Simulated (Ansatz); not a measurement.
# CH4AlCl: ionisation energy by level of theory

Aim: the vertical ionisation energy of CH4AlCl, as cation minus neutral at the neutral's geometry, on several levels, and how well −ε(HOMO) stands in for it.

Computed with Ansatz 0.2.0, Gaussian basis. Level: unrestricted cation, the program's frozen cores in correlated methods.

Plan: UKS PBE-D4/def2-TZVPP; UKS r2SCAN-D4/def2-TZVPP; UKS PBE0-D4/def2-TZVPP; UKS B3LYP-D4/def2-TZVPP; UKS wB97X-V/def2-TZVPP; UKS wB97M-V/def2-TZVPP; UKS B2PLYP/def2-TZVPP; UHF-CCSD(T)/def2-TZVPP; UHF-CCSD(T)/def2-QZVPP; extrapolation to the limit; then −ε(HOMO) from the neutral's earlier runs with LDA (SPW92), PBE-D4, revPBE-D4, BLYP-D4, r2SCAN-D4, B97M-V, PBE0-D4, B3LYP-D4, r2SCANh-D4, r2SCAN0-D4, HSE06-D4, BHLYP-D4, CAM-B3LYP-D4, LC-ωPBE, ωB97X-V, ωB97M-V.

### Step 1. The geometry

An earlier PBE0-D4 in a triple-zeta def2 set relaxation fixed the geometry.

SMILES `[CH3][AlH][Cl]`, 7 atoms, charge 0, spin multiplicity 1.

Atoms are counted from 1 here; the program's logs count them from 0.

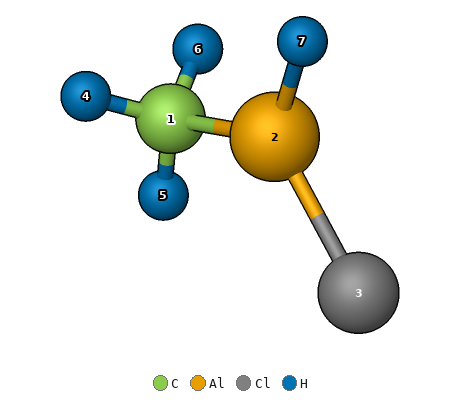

The structure; carbon green, aluminium amber, chlorine grey, hydrogen blue; atoms are numbered from 1 in the order of the file.

As a file:

```xyz
7

C    -0.7122    0.5230   -0.2855
Al    0.8571   -0.5067    0.1976
Cl    0.6957   -2.0081    1.6639
H    -0.5388    1.5903   -0.1124
H    -1.5984    0.2257    0.2777
H    -0.9321    0.4138   -1.3525
H     2.2899   -0.3060   -0.4346
```

### Step 2. Cation, UKS PBE-D4/def2-TZVPP

in.yaml

```yaml
crystal:
  periodic: [false, false, false]
  atoms:
    - {symbol: C, position_ang: [-0.712193, 0.523037, -0.285539]}
    - {symbol: Al, position_ang: [0.857129, -0.506653, 0.197563]}
    - {symbol: Cl, position_ang: [0.695712, -2.008132, 1.663909]}
    - {symbol: H, position_ang: [-0.538844, 1.590278, -0.112359]}
    - {symbol: H, position_ang: [-1.598412, 0.225680, 0.277738]}
    - {symbol: H, position_ang: [-0.932144, 0.413779, -1.352526]}
    - {symbol: H, position_ang: [2.289851, -0.305990, -0.434588]}
basis:
  gaussian: {orbitals: def2-TZVPP}
total_charge: 1
magnetization: {spin_polarized: true, initial_magnetization: 1}
hamiltonian: {xc: pbe, dispersion: d4}
```

On the command line:

```bash
$ ansatz run in.yaml --threads 2 --pin off --events-out ev --progress --plain --max-ram 32768MiB --backend cpu
```

The runs that follow: Cation, UKS r2SCAN-D4/def2-TZVPP; Cation, UKS PBE0-D4/def2-TZVPP; Cation, UKS B3LYP-D4/def2-TZVPP; Cation, UKS wB97X-V/def2-TZVPP; Cation, UKS wB97M-V/def2-TZVPP; Cation, UKS B2PLYP (frozen core)/def2-TZVPP; Cation, UHF-CCSD(T)/def2-TZVPP; Cation, UHF-CCSD(T)/def2-QZVPP.

Before running them: what should the planned runs give, taken together? Wanted: ionisation energy, CCSD(T)/CBS; nearest functional by difference; nearest −ε(HOMO); −ε(HOMO) of PBE; T1 of the cation.

The runs gave:

```
                        quantity               value
  ionisation energy, CCSD(T)/CBS            10.85 eV
nearest functional by difference  ωB97X-V (-0.17 eV)
                nearest −ε(HOMO)  LC-ωPBE (+0.12 eV)
                 −ε(HOMO) of PBE             6.92 eV
                T1 of the cation               0.047
```

What this shows: By cation minus neutral, the functionals miss by 0.88 eV at most. −ε(HOMO) of PBE misses by 3.9 eV, since self-interaction lifts the level. Among orbital estimates LC-ωPBE comes nearest. Hartree-Fock falls 0.88 eV short, as the neutral has more correlation energy than the cation. The cation's T1 (from the report) is 0.047, above the customary mark of 0.045 for open shells, so the coupled-cluster value is less safe.
